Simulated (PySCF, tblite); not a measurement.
**C₂H₆ClO₂Si radical, a small gas-phase stand-in for a defect centre (Si site with back bonds O, Cl, OC): EPR parameters**

What EPR parameters should one expect for `[CH2][Si](O)(Cl)OC`? It is drawn as: carbon radical.

Programs: tblite 0.8.0 and PySCF 2.14.0. All values are calculated, for the isolated system unless a continuum is named. Atoms count from 0, parts from 1.

### Step 1. Starting point

12 atoms, charge 0, multiplicity 2; geometry: distance geometry start.

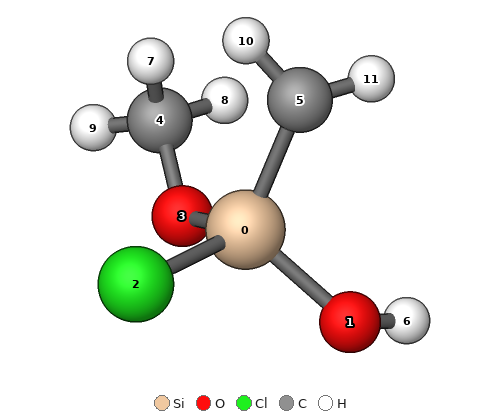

The starting geometry (silicon light orange, oxygen red, chlorine green, carbon grey, hydrogen white), atoms numbered.

### Step 2. Relaxing the cluster with GFN2-xTB

What the job is given:

```
{"job": {"kind": "relax", "xc": "GFN2-xTB", "basis": "xTB"}, "charge": 0, "multiplicity": 2}
Si    -0.429823    -1.037969     0.130173
O     -0.306120    -2.763933    -0.230430
Cl    -2.057248    -0.223102    -0.949680
O      1.071294    -0.233039    -0.336146
C      1.819387     0.638782     0.466556
C     -0.689858    -0.813485     1.943395
H      0.411460    -3.355798     0.050705
H      1.173298     1.099017     1.147772
H      2.544299     0.071695     1.002453
H      2.277018     1.325179    -0.104461
H     -0.790076     0.149096     2.261275
H     -0.194546    -1.448624     2.566000
```

With the program's defaults for keys left out, this is: GFN2-xTB geometry optimisation, gas phase.

The run is started by

```sh
> OMP_NUM_THREADS=1 python cluster_run.py task.json out
```

The driver reads the jobs from task.json and runs them one after another.

Standard output:

```text
step      E/eV     max force
  0    -591.75189    3.620
  1    -592.33276    1.718
  2    -592.54239    1.113
  3    -592.59919    0.846
  4    -592.68039    0.888
  5    -592.72245    0.590
  6    -592.74941    0.428
  7    -592.76881    0.381
  8    -592.78442    0.302
  9    -592.79241    0.234
 10    -592.79815    0.217
 11    -592.80441    0.234
 12    -592.81050    0.255
 13    -592.81456    0.199
 14    -592.81696    0.134
 15    -592.81907    0.139
 16    -592.82264    0.160
 17    -592.82855    0.273
 18    -592.83656    0.308
 19    -592.84466    0.241
 20    -592.85235    0.283
 21    -592.86100    0.275
 22    -592.87090    0.320
 23    -592.88135    0.289
 24    -592.88987    0.247
 25    -592.89670    0.200
 26    -592.90203    0.369
 27    -592.90670    0.358
 28    -592.91161    0.250
 29    -592.91573    0.170
 30    -592.91809    0.124
 31    -592.91964    0.140
 32    -592.92130    0.097
 33    -592.92319    0.129
 34    -592.92494    0.144
 35    -592.92738    0.144
 36    -592.93050    0.105
 37    -592.93248    0.112
 38    -592.93576    0.136
 39    -592.93872    0.202
 40    -592.94026    0.217
 41    -592.94311    0.208
 42    -592.94481    0.189
 43    -592.94946    0.121
 44    -592.95135    0.107
 45    -592.95314    0.103
 46    -592.95417    0.090
 47    -592.95545    0.071
 48    -592.95667    0.081
 49    -592.95774    0.075
 50    -592.95867    0.091
 51    -592.95986    0.111
 52    -592.96144    0.126
 53    -592.96301    0.109
 54    -592.96394    0.095
 55    -592.96433    0.059
 56    -592.96458    0.060
 57    -592.96484    0.048
 58    -592.96531    0.047
 59    -592.96560    0.054
 60    -592.96600    0.054
 61    -592.96633    0.040
 62    -592.96658    0.038
 63    -592.96674    0.033
 64    -592.96692    0.031
 65    -592.96715    0.035
 66    -592.96738    0.031
 67    -592.96758    0.037
 68    -592.96778    0.043
 69    -592.96803    0.055
 70    -592.96839    0.056
 71    -592.96898    0.070
 72    -592.96944    0.045
 73    -592.96971    0.055
 74    -592.96997    0.038
 75    -592.97015    0.074
 76    -592.97038    0.036
 77    -592.97061    0.046
 78    -592.97091    0.056
 79    -592.97127    0.062
 80    -592.97171    0.064
 81    -592.97220    0.135
 82    -592.97219    0.211
 83    -592.97312    0.052
 84    -592.97337    0.046
 85    -592.97371    0.037
 86    -592.97382    0.031
 87    -592.97431    0.062
 88    -592.97454    0.049
 89    -592.97487    0.049
 90    -592.97513    0.054
 91    -592.97548    0.052
 92    -592.97582    0.055
 93    -592.97620    0.053
 94    -592.97663    0.047
 95    -592.97707    0.050
 96    -592.97741    0.077
 97    -592.97778    0.072
 98    -592.97814    0.049
 99    -592.97861    0.059
100    -592.97905    0.059
101    -592.97990    0.067
102    -592.98085    0.076
103    -592.98178    0.104
104    -592.98244    0.107
105    -592.98341    0.119
106    -592.98402    0.093
107    -592.98463    0.068
108    -592.98559    0.093
109    -592.98649    0.078
110    -592.98691    0.177
111    -592.98852    0.059
112    -592.98931    0.043
113    -592.98936    0.155
114    -592.99004    0.046
115    -592.99033    0.043
116    -592.99084    0.135
117    -592.99166    0.078
118    -592.99205    0.050
119    -592.99128    0.167
120    -592.99288    0.047
121    -592.99329    0.045
122    -592.99364    0.141
123    -592.99467    0.056
124    -592.99501    0.056
125    -592.99611    0.097
126    -592.99687    0.066
127    -592.99866    0.088
128    -592.99935    0.077
129    -592.99970    0.075
130    -592.99996    0.119
131    -593.00022    0.095
132    -593.00054    0.058
133    -593.00089    0.049
134    -593.00110    0.043
135    -593.00130    0.024
136    -593.00141    0.024
137    -593.00149    0.023
138    -593.00156    0.023
139    -593.00163    0.021
140    -593.00168    0.017
141    -593.00173    0.022
142    -593.00180    0.033
143    -593.00190    0.037
144    -593.00202    0.031
145    -593.00217    0.033
146    -593.00235    0.044
147    -593.00258    0.056
148    -593.00287    0.058
149    -593.00324    0.057
150    -593.00370    0.055
151    -593.00427    0.058
152    -593.00490    0.055
153    -593.00534    0.034
154    -593.00549    0.092
155    -593.00577    0.051
156    -593.00604    0.036
157    -593.00630    0.032
158    -593.00683    0.049
159    -593.00724    0.071
160    -593.00766    0.097
161    -593.00813    0.051
162    -593.00843    0.048
163    -593.00865    0.022
164    -593.00876    0.051
165    -593.00881    0.029
166    -593.00887    0.027
167    -593.00891    0.045
168    -593.00898    0.031
169    -593.00904    0.015
170    -593.00910    0.019
171    -593.00914    0.021
172    -593.00918    0.026
173    -593.00923    0.039
174    -593.00927    0.018
175    -593.00931    0.013
176    -593.00935    0.022
177    -593.00938    0.020
178    -593.00940    0.013
179    -593.00942    0.010
180    -593.00943    0.008
```

It took 2.5 s on 1 thread of Arm Neoverse V2, shared host.

Along the way:

```
step  energy from step 0 (eV)  largest force (eV/Å)
   0                   0.0000                3.6202
   7                  -1.0169                0.3807
  14                  -1.0651                0.1337
  21                  -1.1091                0.2745
  28                  -1.1597                0.2507
  35                  -1.1755                0.1439
  42                  -1.1929                0.1891
  49                  -1.2058                0.0748
  56                  -1.2127                0.0602
  63                  -1.2148                0.0337
  70                  -1.2165                0.0554
  77                  -1.2187                0.0464
  84                  -1.2215                0.0462
  91                  -1.2236                0.0516
  98                  -1.2263                0.0489
 105                  -1.2315                0.1195
 112                  -1.2374                0.0428
 119                  -1.2394                0.1672
 126                  -1.2450                0.0658
 133                  -1.2490                0.0485
 140                  -1.2498                0.0168
 147                  -1.2507                0.0553
 154                  -1.2536                0.0915
 161                  -1.2562                0.0508
 168                  -1.2571                0.0306
 175                  -1.2574                0.0132
 180                  -1.2575                0.0081
```

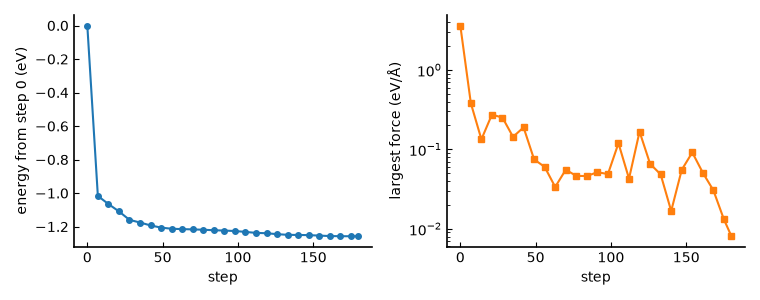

Energy and force, step by step.

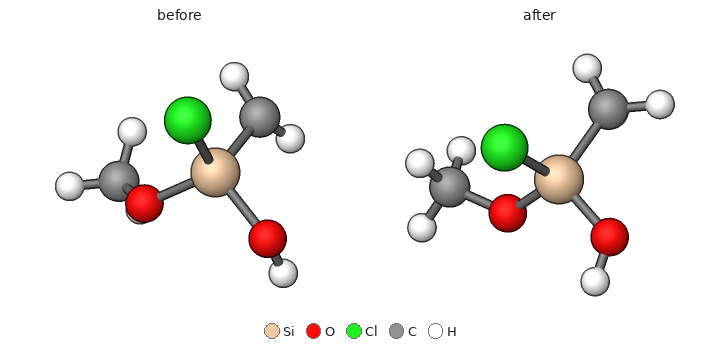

Before and after, at one scale.

Distances of close pairs at the start and the end, largest changes first:

```csv
bond,before (Å),after (Å),change (Å)
Si0–O1,1.768,1.615,-0.152
Si0–O3,1.766,1.625,-0.141
C4–H9,1.003,1.092,+0.089
Si0–Cl2,2.116,2.049,-0.067
C5–H10,1.019,1.075,+0.057
C5–H11,1.018,1.074,+0.056
C4–H7,1.046,1.092,+0.046
C4–H8,1.065,1.090,+0.025
```

### Step 3. Optimising the geometry at PBE0-D3(BJ)/def2-SVP

What the job is given:

```
{"job": {"xc": "PBE0", "basis": "def2-SVP", "d3": "d3bj", "grid": 2, "kind": "geom", "shake": 0.01}, "charge": 0, "multiplicity": 2}
Si    -0.524428    -0.623751    -0.211245
O     -0.518142    -2.190614    -0.511022
Cl    -1.626872     0.382686    -1.674991
O      1.028077    -0.087533    -0.329524
C      1.484913     1.213498    -0.337092
C     -1.397186    -0.339703     1.403171
H      0.108249    -2.559693    -1.140673
H      1.478885     1.641261     0.677798
H      2.516990     1.191366    -0.658890
H      0.894501     1.854445    -0.978748
H     -1.392942     0.592867     1.935806
H     -2.013555    -1.102414     1.842410
```

Standard output:

```text
step   0  E = -979.11302290  max force = 0.033624
step   1  E = -979.11693326  max force = 0.004071
step   2  E = -979.11707432  max force = 0.001889
step   3  E = -979.11712438  max force = 0.000543
step   4  E = -979.11713874  max force = 0.000595
step   5  E = -979.11715750  max force = 0.000911
step   6  E = -979.11717380  max force = 0.000737
step   7  E = -979.11718658  max force = 0.000568
step   8  E = -979.11719341  max force = 0.000256
optimisation converged
```

Run time: 2 min. Hardware: 1 thread of Arm Neoverse V2, shared host; peak memory 0.66 GiB.

Along the way:

| step | energy from step 0 (eV) | largest force component (eV/Å) |
| --- | --- | --- |
| 0 | 0.0000 | 1.7290 |
| 1 | -0.1064 | 0.2093 |
| 2 | -0.1102 | 0.0971 |
| 3 | -0.1116 | 0.0279 |
| 4 | -0.1120 | 0.0306 |
| 5 | -0.1125 | 0.0468 |
| 6 | -0.1130 | 0.0379 |
| 7 | -0.1133 | 0.0292 |
| 8 | -0.1135 | 0.0132 |

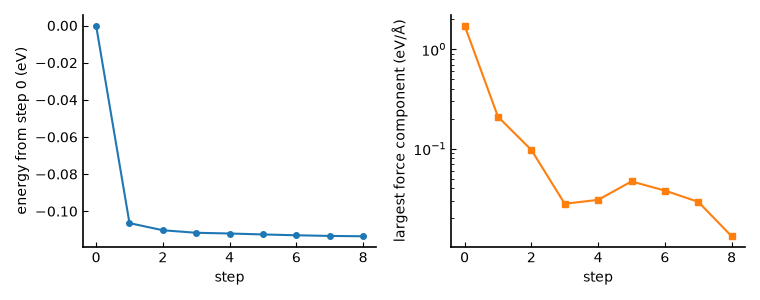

Energy and largest force along the relaxation.

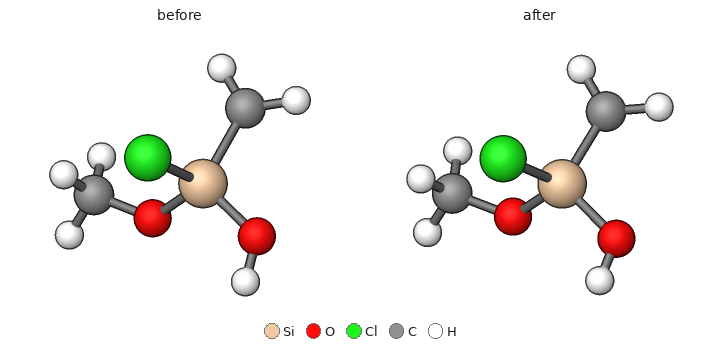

Before and after, at one scale.

Distances of close pairs at the start and the end, largest changes first:

```csv
bond,before (Å),after (Å),change (Å)
Si0–O1,1.595,1.642,+0.047
Si0–C5,1.857,1.827,-0.031
O3–C4,1.379,1.401,+0.022
C4–H9,1.082,1.104,+0.021
C5–H10,1.074,1.095,+0.021
C5–H11,1.075,1.094,+0.020
C4–H8,1.081,1.100,+0.019
Si0–Cl2,2.091,2.082,-0.009
```

The next job starts from the end point, and lists it.

```csv
at the end point,value
point group (found at 0.08 Å tolerance),C1
"rotational constants (GHz, main isotopes)","2.334, 2.097, 1.599"
dipole moment (D),1.29
⟨S²⟩,0.754
```

### Step 4. EPR parameters: B3LYP/IGLO-III+pcH-1

What the job is given:

```
{"job": {"kind": "epr"}, "charge": 0, "multiplicity": 2}
Si    -0.498913    -0.623221    -0.231309
O     -0.498711    -2.228105    -0.578464
Cl    -1.524066     0.445720    -1.693911
O      1.054462    -0.077517    -0.280776
C      1.500826     1.249494    -0.337342
C     -1.336169    -0.398150     1.376360
H     -0.035692    -2.494734    -1.378509
H      1.391185     1.755447     0.638268
H      2.568356     1.251390    -0.603053
H      0.949895     1.832500    -1.095426
H     -1.385684     0.570164     1.884293
H     -1.847591    -1.224585     1.879666
```

With the program's defaults for keys left out, this is: UKS B3LYP, IGLO-III on C Cl O Si, pcH-1 on H, non-relativistic, mean-field spin-orbit, GIAO.

Standard output:

```text
UKS, coarse grid
  cycle   1  E = -980.02569296  |g| = 7.51e-01
  cycle   2  E = -979.63076726  |g| = 1.28e+00
  cycle   3  E = -980.20903210  |g| = 1.22e-01
  cycle   4  E = -980.21461560  |g| = 5.48e-02
  cycle   5  E = -980.21569727  |g| = 1.64e-02
  cycle   6  E = -980.21578047  |g| = 6.69e-03
  cycle   7  E = -980.21579587  |g| = 1.52e-03
  cycle   8  E = -980.21579673  |g| = 6.31e-04
UKS, final grid
  cycle   1  E = -980.21581846  |g| = 6.98e-04
  cycle   2  E = -980.21581832  |g| = 9.25e-04
  cycle   3  E = -980.21581869  |g| = 1.27e-04
  cycle   4  E = -980.21581869  |g| = 4.27e-05
  cycle   5  E = -980.21581869  |g| = 2.44e-05
E = -980.21581869 Eh   <S^2> = 0.7534 (exact 0.7500)
g shifts (ppm)      1          2          3
  rmc          -138       -138       -138
  gc             30          9         30
  oz_so        -347        387        752
  total        -455        257        644
hyperfine (MHz)  atom isotope    a_iso     a_fc   dipolar eigenvalues
    0  29Si      54.85      54.92     -4.26      1.05      3.22
    1   17O       1.64       1.64     -2.60      0.84      1.76
    2  35Cl       7.32       7.25     -6.57     -6.06     12.63
    3   17O      -6.12      -6.14     -6.05      2.95      3.10
    4   13C      -0.50      -0.50     -0.42     -0.39      0.81
    5   13C      73.76      73.99    -75.19    -75.14    150.32
    6    1H      -1.94      -1.94     -1.98     -1.45      3.44
    7    1H       0.97       0.97     -1.65     -1.63      3.28
    8    1H       0.75       0.75     -0.82     -0.81      1.63
    9    1H       0.35       0.35     -1.18     -0.98      2.15
   10    1H     -58.31     -58.31    -36.34     -1.33     37.67
   11    1H     -58.76     -58.76    -36.33     -1.18     37.51
```

Run time: 79 s. Hardware: 1 thread of Arm Neoverse V2, shared host; peak memory 1 GiB.

Principal g values 2.00186, 2.00258, 2.00296; g(iso) = 2.00247, against 2.00232 for a free electron.

Hyperfine couplings, nucleus by nucleus at this fixed geometry (no averaging over rotations):

```
nuclei  isotope  a(iso) (MHz)  a(iso) (G, at g = 2.0023)  largest dipolar term (MHz)
    C5      13C          73.8                       26.3                       150.3
   H11       1H         -58.8                      -21.0                        37.5
   H10       1H         -58.3                      -20.8                        37.7
   Si0     29Si          54.8                       19.6                        -4.3
   Cl2     35Cl           7.3                        2.6                        12.6
    O3      17O          -6.1                       -2.2                        -6.0
    H6       1H          -1.9                       -0.7                         3.4
    O1      17O           1.6                        0.6                        -2.6
    H7       1H           1.0                        0.3                         3.3
    H8       1H           0.8                        0.3                         1.6
    C4      13C          -0.5                       -0.2                         0.8
    H9       1H           0.4                        0.1                         2.2
```

Mulliken spin populations:

```
atom  value (e)
 Si0       0.00
  O1       0.00
 Cl2       0.03
  O3       0.01
  C4       0.00
  C5       1.04
  H6       0.00
  H7       0.00
  H8       0.00
  H9       0.00
 H10      -0.05
 H11      -0.05
```

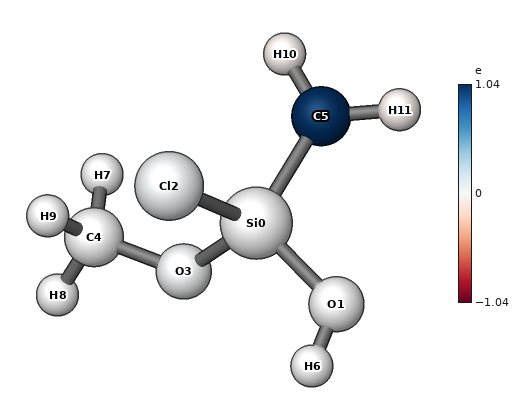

Mulliken spin populations, as colours on the atoms.

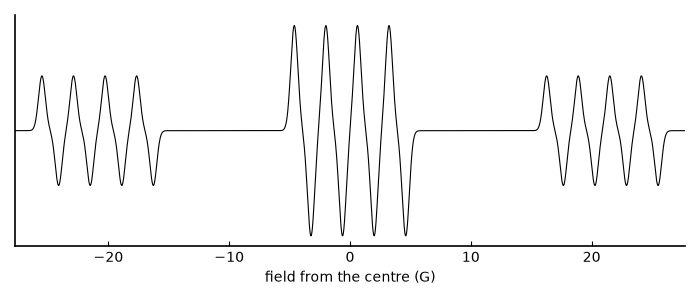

First-order isotropic spectrum (first derivative, main isotopes with spin only, couplings over 0.8 MHz, Gaussian width 0.3 G; couplings of the frozen geometry, rotation of groups not averaged beyond the rows shown).

Orbitals, density, ELF and potential are computed afterwards from the orbital file.

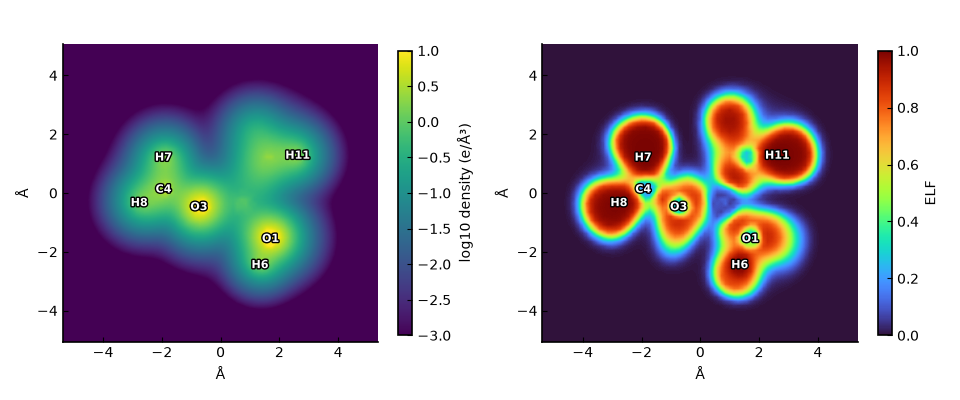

Density (left) and ELF (right) in a plane through or near 7 of the atoms.

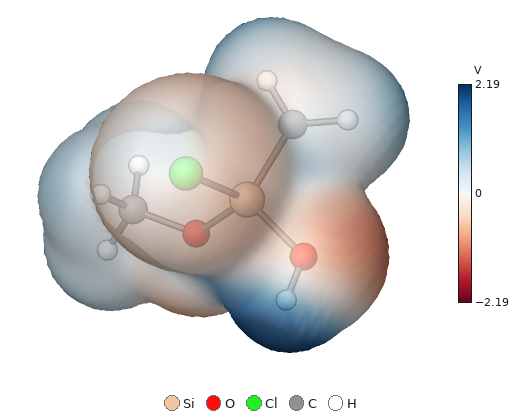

The potential that a unit positive charge feels on the 0.002 e/bohr³ surface, from -1.10 V near O1 to 2.19 V near H6.

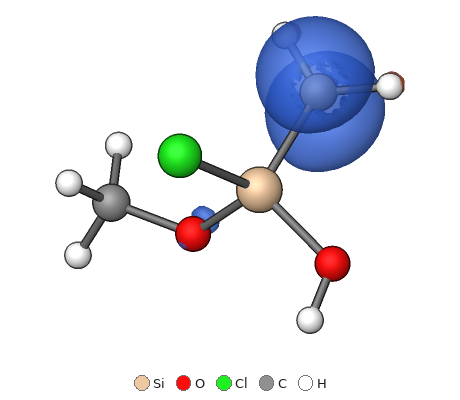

Spin density at ±0.04 e/Å³ (alpha excess blue, beta excess red).

### Step 5. g tensor and hyperfine couplings: BHandHLYP/IGLO-III+pcH-1

Settings changed since step 4:

```diff
@@ -1,2 +1,2 @@
-{"job": {"kind": "epr"}, "charge": 0, "multiplicity": 2}
+{"job": {"kind": "epr", "xc": "BHandHLYP"}, "charge": 0, "multiplicity": 2}
 Si    -0.498913    -0.623221    -0.231309
```

Level: UKS BHandHLYP, IGLO-III on C Cl O Si, pcH-1 on H, non-relativistic, mean-field spin-orbit, GIAO.

Standard output:

```text
UKS, coarse grid
  cycle   1  E = -979.91497432  |g| = 6.24e-01
  cycle   2  E = -979.87538859  |g| = 7.28e-01
  cycle   3  E = -980.05246066  |g| = 5.13e-02
  cycle   4  E = -980.05350023  |g| = 2.37e-02
  cycle   5  E = -980.05373121  |g| = 6.05e-03
  cycle   6  E = -980.05375255  |g| = 3.32e-03
  cycle   7  E = -980.05375856  |g| = 1.22e-03
  cycle   8  E = -980.05376055  |g| = 4.50e-04
UKS, final grid
  cycle   1  E = -980.05377331  |g| = 3.87e-04
  cycle   2  E = -980.05377333  |g| = 3.91e-04
  cycle   3  E = -980.05377339  |g| = 6.63e-05
  cycle   4  E = -980.05377340  |g| = 4.52e-05
  cycle   5  E = -980.05377340  |g| = 7.35e-06
E = -980.05377340 Eh   <S^2> = 0.7546 (exact 0.7500)
g shifts (ppm)      1          2          3
  rmc          -135       -135       -135
  gc             29          5         32
  oz_so        -414        162        680
  total        -520         31        577
hyperfine (MHz)  atom isotope    a_iso     a_fc   dipolar eigenvalues
    0  29Si      63.70      63.77     -4.57      0.59      3.99
    1   17O       1.61       1.61     -2.02      0.55      1.47
    2  35Cl       8.29       8.26     -5.53     -5.04     10.57
    3   17O      -6.66      -6.68     -4.87      2.35      2.51
    4   13C      -0.45      -0.45     -0.40     -0.38      0.78
    5   13C      94.77      94.99    -74.64    -74.26    148.90
    6    1H      -2.03      -2.03     -1.90     -1.44      3.34
    7    1H       0.39       0.39     -1.68     -1.63      3.31
    8    1H       0.46       0.46     -0.81     -0.80      1.60
    9    1H       0.20       0.20     -1.17     -1.00      2.17
   10    1H     -67.26     -67.26    -37.23     -1.37     38.60
   11    1H     -68.24     -68.24    -37.21     -1.21     38.42
```

It took 80 s on 1 thread of Arm Neoverse V2, shared host; peak memory 1.1 GiB.

In short: g(iso) 2.00235.

### Step 6. Run by run: EPR parameters

g, ⟨S²⟩ and isotropic hyperfine couplings (MHz), with basis size and wall time:

| run | g(iso) | ⟨S²⟩ | 13C C5 | 1H H11 | 1H H10 | 29Si Si0 | 35Cl Cl2 | functions | time |
| --- | --- | --- | --- | --- | --- | --- | --- | --- | --- |
| B3LYP/IGLO-III+pcH-1 | 2.00247 | 0.753 | 73.8 | -58.8 | -58.3 | 54.8 | 7.3 | 288 | 79 s |
| BHandHLYP/IGLO-III+pcH-1 | 2.00235 | 0.755 | 94.8 | -68.2 | -67.3 | 63.7 | 8.3 | 288 | 80 s |

### Step 7. What came out

```
                                                                  quantity                 value
                                                               point group                    C1
                                      rotational constants (main isotopes)  2.33, 2.10, 1.60 GHz
                                                            g(iso) (B3LYP)               2.00247
                                                                      ⟨S²⟩    0.753 (exact 0.75)
                                                            largest a(iso)   13C on C5, 73.8 MHz
potential on the surface of density 0.002 e/bohr³, 1st and 99th percentile    -1.10 V and 2.19 V
```

In words: The start of the PBE0/def2-SVP relaxation was shaken at random by about 0.01 Å, so part of the energy gained, and of the first lengths quoted, undoes that. The optimisation took 8 steps and gained 0.113 eV; among the close pairs (by a distance rule), Si0–O1 changed most, from 1.595 to 1.642 Å (PBE0/def2-SVP). Most of the unpaired spin sits on C5 (1.04 e). The isotropic g lies 0.1 ppt above the free-electron value. The coupling of 13C on C5 runs from 73.8 (B3LYP/IGLO-III+pcH-1) to 94.8 MHz (BHandHLYP/IGLO-III+pcH-1). A capped cluster stands for the solid here, so long-range fields and strain are missing, and bands or shifts of the capping hydrogens have no counterpart in it.
